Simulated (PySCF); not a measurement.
# WO2(NH2)2 (H4N2O2W): electronic structure

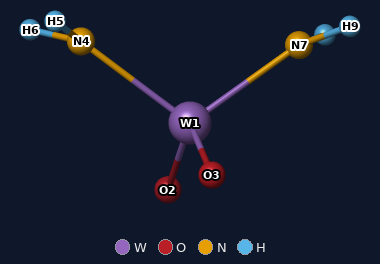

The molecule, with its atoms numbered as below. No frequency check shows the geometry to be a minimum.

Coordinates in Å:

```
W1       0.0000    0.0736   -0.0000
O2      -0.0012    0.9427   -1.4497
O3       0.0012    0.9419    1.4503
N4       1.6285   -1.0911   -0.0008
H5       2.2022   -1.3130    0.8198
H6       2.2009   -1.3126   -0.8240
N7      -1.6285   -1.0911    0.0004
H8      -2.2022   -1.3125   -0.8204
H9      -2.2009   -1.3130    0.8234
```

### 1. Bonding charge

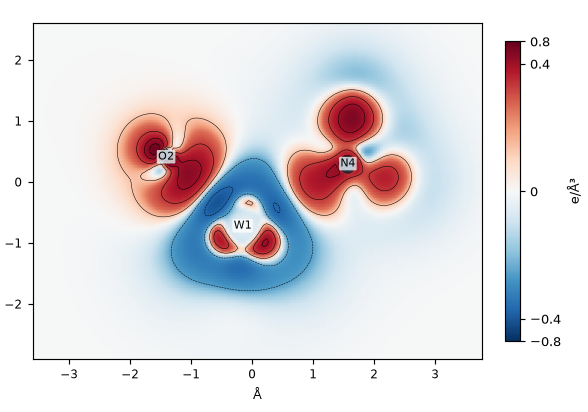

Deformation density (molecule less spherical, spin-averaged free atoms) in the plane of W1, O2 and N4; colour scale in e/Å³, logarithmic beyond ±0.1; red: gain, blue: loss.

PySCF calculation, B3LYP/def2-SVPD, gas phase; geometry: GFN2-xTB. Core potentials replace the inner electrons of W; spin–orbit coupling isn't included. This is a single-reference result, which may miss multireference character in this system.

> How much density has each bond in this plane gained at its critical point, relative to the free atoms?

W1–O2: +0.13 e/Å³ at the bond critical point (bond length 1.69 Å). W1–N4: +0.09 e/Å³ at the bond critical point (bond length 2.00 Å); up to 0.6 Å beside the axis the gain reaches +0.30 e/Å³. In all, 2.3 electrons gather in the regions of gain relative to the promolecule. A small or negative value marks a very polar bond, one between electron-rich atoms, whose free-atom densities already overlap strongly, a long bond to a heavier atom, or a closed-shell contact such as a hydrogen bond.

> Where do the Hirshfeld charges lie?

The highest Hirshfeld charge is on W1 (+0.90 e), the lowest on O2 and O3 (−0.38 e).

### 2. Bond critical points

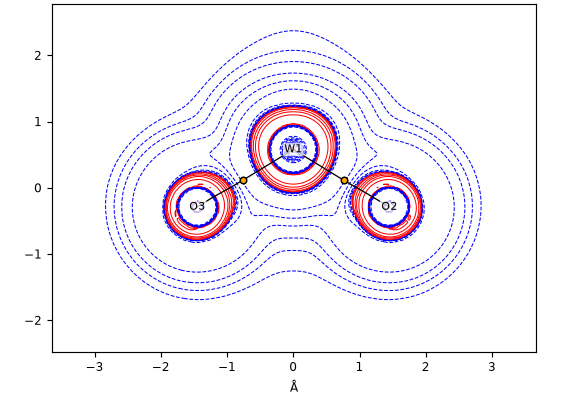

Negative Laplacian of the density (−∇²ρ) in the plane of W1, O2 and O3 (solid red lines positive, dashed blue lines negative, contours at ±0.02 to ±8 a.u.), with bond paths and bond critical points (dots).

> Sort the bonds in the plane by the sign of ∇²ρ at their critical points.

At none is it concentrated. Depleted (∇²ρ > 0): W1–O2 and W1–O3 (+0.91 a.u., H = −0.199). A positive Laplacian with negative H is typical of metal–ligand bonds.

### 3. Local ionisation energy

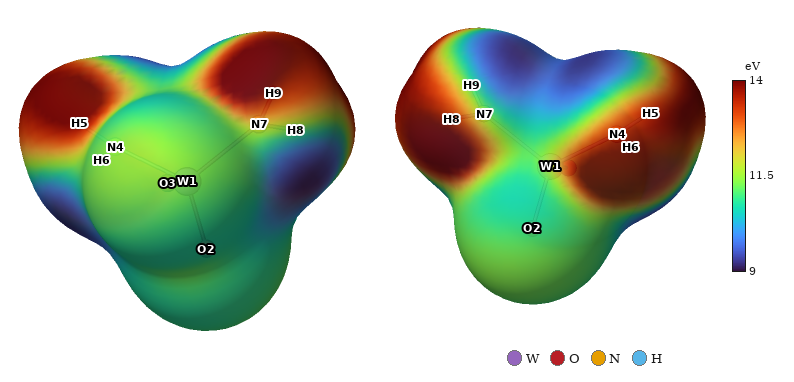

Average local ionisation energy on the surface of electron density 0.001 a.u. (back view left, front view right).

> Where are the most loosely bound electrons on this surface?

The lowest value is 9.2 eV, over N7, off the plane of its three bonds (2.1 Å), and at like points elsewhere. Further minima include 10.6 eV, 1.9 Å from O3, and at like points elsewhere. For comparison, the highest occupied orbital lies at −7.5 eV.

### 4. Removing or adding an electron

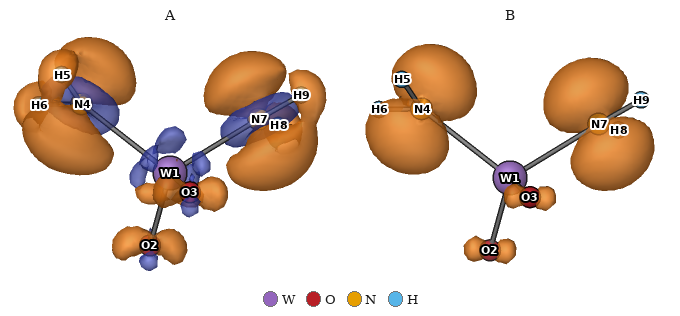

The Fukui function f⁻ from two separate SCF calculations and the density of the HOMO, at ±0.03 e/Å³ (orange positive, blue negative).

Method: PBE0/def2-SVPD; geometry: GFN2-xTB; program: PySCF. Core potentials replace the inner electrons of W; spin–orbit coupling isn't included. This is a single-reference result, which may miss multireference character in this system.

> Which panel is which, and how good is the frozen-orbital picture?

A is f⁻ (it has negative regions), B the HOMO density. The HOMO lies on N4 and N7 (38 % each) and W1 (8 %); f⁻ (Hirshfeld-condensed) is largest on N4 and N7 (0.21 each); the vertical ionisation energy is 9.63 eV (the stability of the cation's solution wasn't checked). Relaxation shifts 33 % of the electron between atoms. The orbital energy is −7.74 eV.
